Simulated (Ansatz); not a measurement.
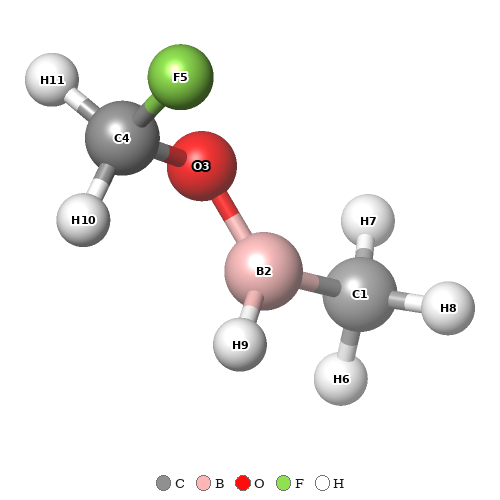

The system is C2H6BFO, SMILES CBOCF; the picture shows the reference structure. First axis: dihedral B2–O3–C4–F5. Second axis: dihedral C1–B2–O3–C4. Nothing is relaxed (all other coordinates rigid). Grid: 18 × 18 points. Energies are in kcal/mol, from the lowest grid point. Computed with RKS PBE0-D4/def2-SVP (Ansatz).

Its coordinates:

```xyz
11

C    -0.6045    0.5814    1.7191
B    -0.3088    0.4038    0.1988
O     0.3194   -0.7205   -0.2386
C     0.6920   -0.8724   -1.5611
F     1.9581   -0.4159   -1.7303
H    -1.6788    0.7707    1.8827
H    -0.2901   -0.2769    2.3294
H    -0.0888    1.4861    2.0861
H    -0.6279    1.2347   -0.6317
H     0.0239   -0.3006   -2.2301
H     0.6710   -1.9473   -1.8036
```

Range: dihedral B2–O3–C4–F5 from −180 to 160°; dihedral C1–B2–O3–C4 from −180 to 160°.

### What will the energy surface look like?

The lowest grid point is at dihedral B2–O3–C4–F5 = 100°, dihedral C1–B2–O3–C4 = −180°. Higher local minima lie near dihedral B2–O3–C4–F5 = −100°, dihedral C1–B2–O3–C4 = −180° (0.35 kcal/mol above the lowest at that grid point); dihedral B2–O3–C4–F5 = 80°, dihedral C1–B2–O3–C4 = 0° (3.2 kcal/mol above the lowest at that grid point); dihedral B2–O3–C4–F5 = −60°, dihedral C1–B2–O3–C4 = 0° (3.5 kcal/mol above the lowest at that grid point). The highest grid point, dihedral B2–O3–C4–F5 = 0°, dihedral C1–B2–O3–C4 = 0°, lies 42.0 kcal/mol above the lowest. On the interpolated surface the easiest way out of the lowest well to the well at about dihedral B2–O3–C4–F5 = −95°, dihedral C1–B2–O3–C4 = 175° passes a barrier of about 2.2 kcal/mol, counted from the interpolated bottom of the well. Round the minimum the valley is somewhat tilted: raising dihedral B2–O3–C4–F5 shifts the best value of dihedral C1–B2–O3–C4 downwards (coupling k₁₂/√(k₁₁k₂₂) about 0.4).

| dihedral C1–B2–O3–C4 ↓, dihedral B2–O3–C4–F5 → | −180 | −140 | −100 | −60 | −20 | 20 | 60 | 100 | 140 |
| --- | --- | --- | --- | --- | --- | --- | --- | --- | --- |
| 140 | 7.2 | 7.8 | 5.1 | 4.5 | 6.9 | 7.9 | 6.5 | 6.4 | 5.9 |
| 100 | 15.6 | 16.3 | 14.3 | 12.6 | 14.2 | 14.6 | 13.4 | 14.7 | 15.6 |
| 60 | 13.4 | 12.4 | 11.9 | 12.4 | 13.3 | 11.6 | 9.9 | 10.9 | 13.7 |
| 20 | 6.4 | 8.0 | 5.2 | 6.9 | 31.7 | 12.2 | 3.8 | 6.3 | 6.3 |
| −20 | 6.2 | 6.3 | 6.9 | 4.2 | 11.7 | 30.7 | 6.7 | 4.5 | 7.2 |
| −60 | 13.2 | 13.7 | 11.3 | 10.2 | 11.8 | 13.1 | 11.8 | 11.5 | 12.1 |
| −100 | 15.7 | 15.8 | 15.1 | 13.8 | 14.6 | 14.0 | 12.1 | 13.9 | 16.2 |
| −140 | 7.3 | 6.1 | 6.8 | 6.8 | 7.7 | 6.5 | 4.0 | 4.8 | 7.6 |
| −180 | 2.1 | 1.3 | 0.4 | 1.0 | 3.1 | 2.9 | 0.6 | 0.0 | 1.0 |

The table holds every second grid line.

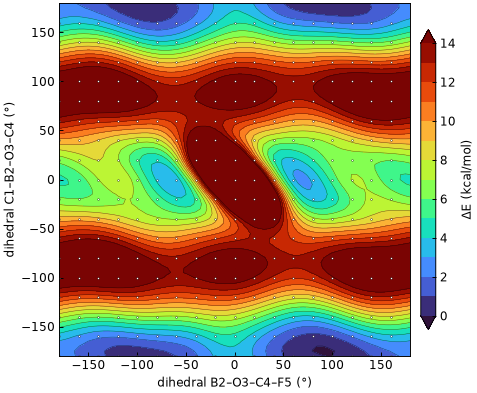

The picture shows filled contours, dots at the grid points, one colour for all values above the top of the scale. Between grid points the surface is interpolated.

Each point was launched as `ansatz run input.yaml --threads 1 --pin off --max-ram 2560MiB --backend cpu --events-out ev --progress --plain --runs-dir out`. The whole map (324 points run) took 24 min on 1 thread of Arm Neoverse V1, on a shared host.
